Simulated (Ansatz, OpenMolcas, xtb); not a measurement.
## Computed against measured: dipole moment

10 molecules with halogens; the dipole moment in D, computed less measured. Shapes, held fixed at every level: PBE0-D4/def2-TZVP. No vibrational averaging. Dipoles are compared by magnitude; molecules under 1 D, whose direction can flip, are left out. Programs: Ansatz 0.2.0, OpenMolcas 26.06, xtb 6.7.1. Measured values: NIST CCCBDB.

Levels: A = GFN0-xTB; B = PBE-D4/def2-TZVPP; C = B3LYP/6-31G* (spherical functions); D = B3LYP-D4/def2-TZVPP; E = wB97M-V/def2-TZVPP.

```csv
molecule,measured,A,B,C,D,E
HF (SMILES F),1.82,+0.71,-0.02,+0.03,+0.03,+0.02
CH2Br2 (SMILES BrCBr),1.43,+0.47,0.00,+0.21,+0.06,+0.07
CH2ClF (chlorofluoromethane),1.82,+0.26,-0.14,+0.03,-0.04,-0.04
CHBrF2 (bromodifluoromethane),1.50,+0.45,-0.22,-0.11,-0.13,-0.13
SiH3Cl (chlorosilane),1.31,-0.64,-0.15,+0.37,-0.06,-0.07
SO2F2 (sulfuryl fluoride),1.12,-0.20,-0.01,+0.06,+0.01,+0.04
C2H2F2 (vinylidene fluoride),1.38,-0.71,-0.39,-0.43,-0.21,-0.24
"C2H4Cl2 (1,1-dichloroethane)",2.06,-0.06,-0.10,+0.11,-0.04,-0.04
C2H5Br (SMILES CCBr),2.03,+0.10,+0.04,+0.21,+0.10,+0.10
C2H5F (SMILES CCF),1.96,+0.41,-0.21,-0.26,-0.09,-0.09
```

(1) Which level does best on this set, which worst, and which err to one side?

## Answers

(1) 
```
                             level                    kind  mean error  mean absolute error  worst case
                          GFN0-xTB          semi-empirical      +0.079                0.401          HF
                 PBE-D4/def2-TZVPP                     GGA      -0.120                0.128      C2H2F2
B3LYP/6-31G* (spherical functions)           global hybrid      +0.022                0.182      C2H2F2
               B3LYP-D4/def2-TZVPP           global hybrid      -0.037                0.077      C2H2F2
                wB97M-V/def2-TZVPP  range-separated hybrid      -0.038                0.084      C2H2F2
```

On this set B3LYP-D4/def2-TZVPP has the smallest mean absolute error and GFN0-xTB the largest. PBE-D4/def2-TZVPP is too low in 8 of 10; B3LYP/6-31G* (spherical functions) is too high in 7 of 10. The levels differ in basis as well as in method. The smallest two are near a tie. Relativity is left out for Br. The set is small.

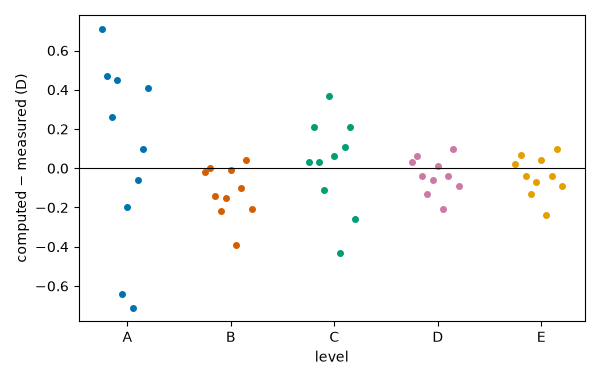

Errors of each level, one point a molecule.
